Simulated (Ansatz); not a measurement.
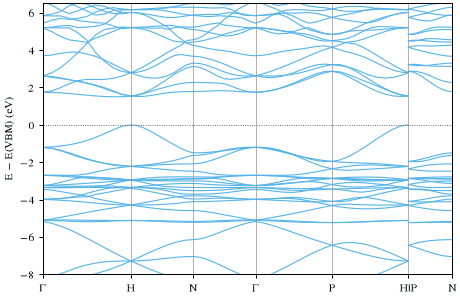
*Band structure from r²SCAN (plane waves, PAW; program Ansatz)*

Problem. Read off the gap and where the band edges lie.

Solution. About 1.5 eV (1.50 eV by a search for the band edges); maximum at H, minimum on the Γ–H line, 84 % of the way from Γ.

The material is K₂Sn₂O₃ in space group I2_13 (No. 199; K on 8a, Sn on 8a, O on 12b).

The workflow started from a Materials Project entry (that database holds measured and hypothetical structures alike); the Crystallography Open Database copy checked does not list it. COD files the formula under space group No. 166, so this cell is another polymorph or a model. Its standing as an ambient phase is unchecked. Symmetry was held in the r²SCAN relaxation; its stability against distortions is not shown here. Spin–orbit coupling is left out wherever it is not named.

Potentials: the later of the program's two PAW sets.
